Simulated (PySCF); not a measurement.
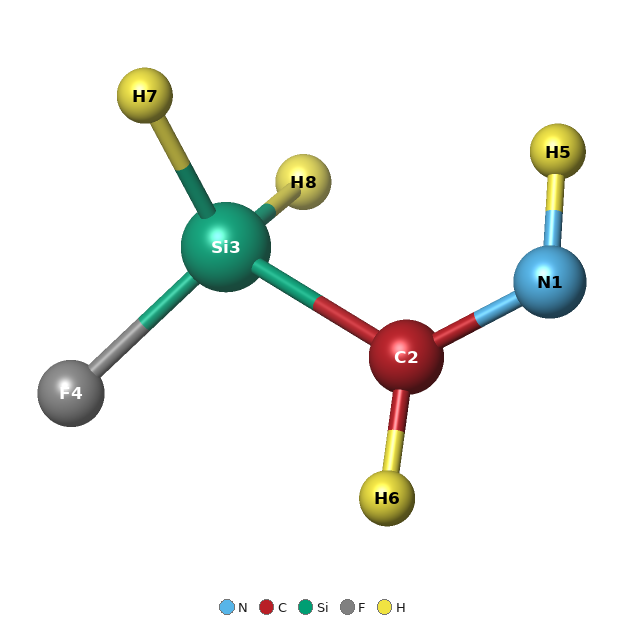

Computed geometry: PBE0-D3(BJ)/def2-SVP optimisation. No frequency run is at hand to confirm it as a minimum. Method: delta-SCF UKS SCAN, pcX-2 on the ionised atom, pcseg-1 elsewhere, spin-free X2C (PySCF 2.14.0).

Give the core-electron binding energies (to vacuum; p and d levels without spin–orbit splitting) of N1 1s, C2 1s, Si3 1s, Si3 2p, F4 1s.

| atom | level | binding energy (eV) |
| --- | --- | --- |
| N1 | 1s | 405.4 |
| C2 | 1s | 292.1 |
| Si3 | 1s | 1848.3 |
| Si3 | 2p | 108.6 |
| F4 | 1s | 692.7 |
